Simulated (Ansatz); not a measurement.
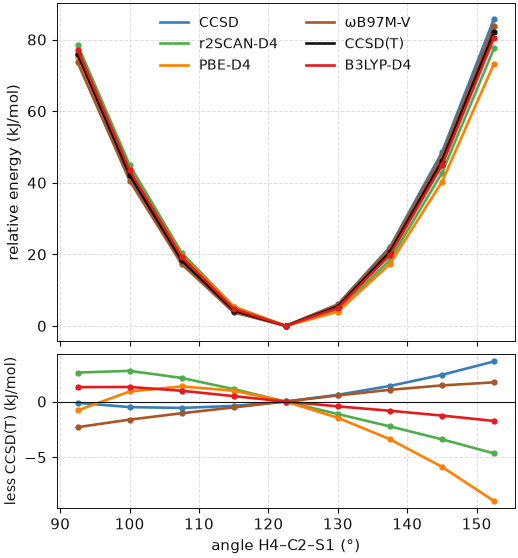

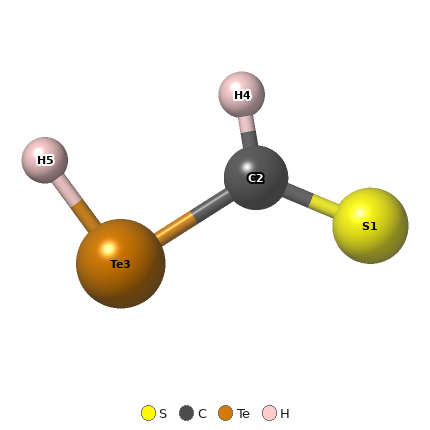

Rigid scan of the bend H4–C2–S1 in CH₂STe, SMILES S=C[TeH]. The Ansatz code 0.2.0, def2-TZVPP, cores frozen in correlated methods. A bend is scanned from the minimum (PBE0-D4/def2-TZVP); energies less that of the minimum at the same level; the first-named atom and what hangs on it turn in the plane. On heavy atoms the filled d shell below the valence is correlated. Straight lines join the computed points.

> Order the curves at 153°, where they differ most.

PBE-D4 73.3, r2SCAN-D4 77.5, B3LYP-D4 80.5, CCSD(T) 82.2, ωB97M-V 83.9, CCSD 85.8 kJ/mol, from lowest to highest.

> Give the values at the computed points.

In kJ/mol:
```tsv
angle H4–C2–S1 (°)	CCSD	r2SCAN-D4	PBE-D4	ωB97M-V	CCSD(T)	B3LYP-D4
93	75.8	78.5	75.1	73.6	75.9	77.2
100	41.7	44.9	43.1	40.6	42.2	43.5
108	17.7	20.4	19.7	17.2	18.3	19.3
115	3.9	5.4	5.3	3.8	4.3	4.8
123	0.0	0.0	0.0	0.0	0.0	0.0
130	6.0	4.3	4.0	6.0	5.4	5.0
138	22.1	18.4	17.3	21.7	20.7	19.8
145	48.5	42.7	40.2	47.6	46.1	44.8
153	85.8	77.5	73.3	83.9	82.2	80.5
```

Known limits of this run: restricted reference unstable towards unrestricted; spin-orbit coupling is left out, and with Te it can shift these energies; core potentials past krypton.
